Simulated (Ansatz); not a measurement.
**Single-point calculation of Sn3H8**

Sn3H8, computed with RHF/STO-3G (Ansatz 0.2.0).

The geometry comes from this level: PBE0-D4/def2-SVP.

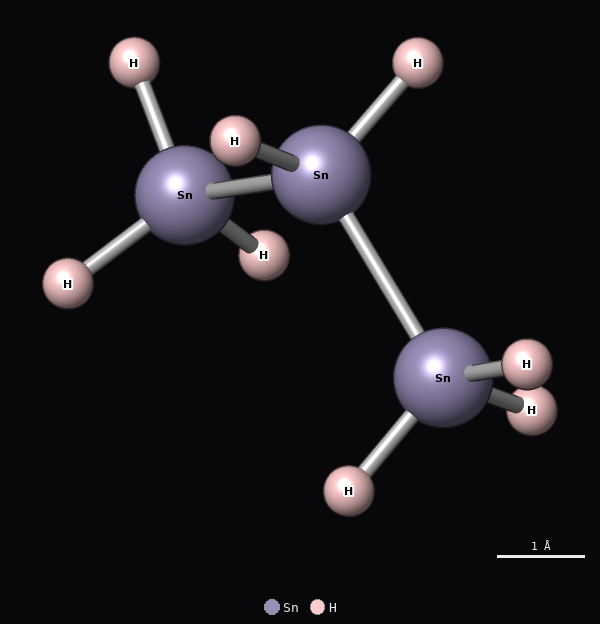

The structure (ball-and-stick view, seen at a tilt). Sticks mark near contacts. Bond lengths as drawn: H–Sn 1.71 to 1.72 Å and Sn–Sn 2.78 Å.

Key numbers

| quantity | value |
| --- | --- |
| outcome | converged |
| total energy | −486937.8297 eV |
| SCF solution under orbital rotations | stable |
| HOMO | −7.06 eV |
| LUMO | 8.94 eV |
| hardware | 4 threads of Arm Neoverse V2, 95 GiB of memory available, shared host |
| wall time | 0.95 s (CPU time 3.3 s) |
| peak memory | 0.32 GiB |

Input
```yaml
crystal:
  periodic: [false, false, false]
  atoms:
    - {symbol: Sn, position_ang: [-1.658263, 0.340464, -1.617030]}
    - {symbol: H, position_ang: [-1.017249, -0.515176, -2.957175]}
    - {symbol: H, position_ang: [-3.365846, 0.180738, -1.631750]}
    - {symbol: H, position_ang: [-1.265209, 1.999238, -1.798650]}
    - {symbol: Sn, position_ang: [-0.573964, -0.631257, 0.753275]}
    - {symbol: H, position_ang: [-0.693999, -2.344131, 0.780875]}
    - {symbol: H, position_ang: [-1.483699, -0.030526, 2.080462]}
    - {symbol: Sn, position_ang: [2.086108, 0.122862, 1.054872]}
    - {symbol: H, position_ang: [2.744102, -0.481940, 2.518773]}
    - {symbol: H, position_ang: [3.022039, -0.473066, -0.251809]}
    - {symbol: H, position_ang: [2.205990, 1.832802, 1.068146]}
basis:
  gaussian: {orbitals: STO-3G}
hamiltonian: {xc: hf}
scf: {omitted_lower_state_checks: [starts]}
output: {orbitals: {seedname: orbitals}}
```

Command:
```bash
ansatz run in.yaml --threads 4 --pin off --events-out ev --progress --plain --max-ram 3916MiB
```

Log
```
Functional definition: HF
  name "HF"
  cite "Fock, Z. Phys. 61, 126 (1930) doi:10.1007/BF01340294"
  parent pbe
  exchange = exact_x
  correlation = 0
these checks for a lower state are left out or cut short: starts
1192 factors; integrals over basis functions are off by at most 3.6e-5 eV
mean field evaluation 1: about -486937.4085 eV, gradient 9.2e0 eV
mean field evaluation 2: about -486937.3172 eV, gradient 9.1e0 eV
mean field evaluation 4: about -486937.8260 eV, gradient 1.3e-1 eV
mean field evaluation 8: about -486937.8297 eV, gradient 8.0e-5 eV
mean field -486937.82969897 eV, -17894.6351831217 hartree, gradient 8.0e-5 eV, S^2 0.000000; 0 other end points of the search recorded, 0 dependent functions left out
reference -486937.82969897 eV, -17894.6351831217 hartree; 79, 79 occupied and 10, 10 virtual orbitals, 1192 factors
Total energy: -486937.82969897 eV, -17894.6351831217 hartree
Checks for a lower state left out: starts
```

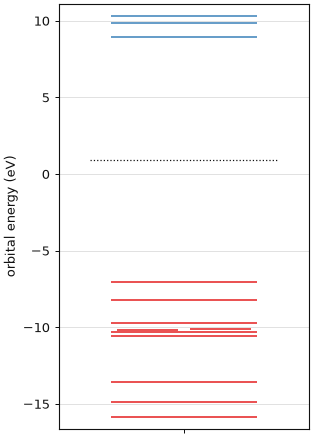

Orbital energies near the frontier; the dotted line parts filled from empty levels, and levels within 0.02 eV of each other stand side by side. Highest filled −7.06 eV, lowest empty 8.94 eV, 16.00 eV apart.
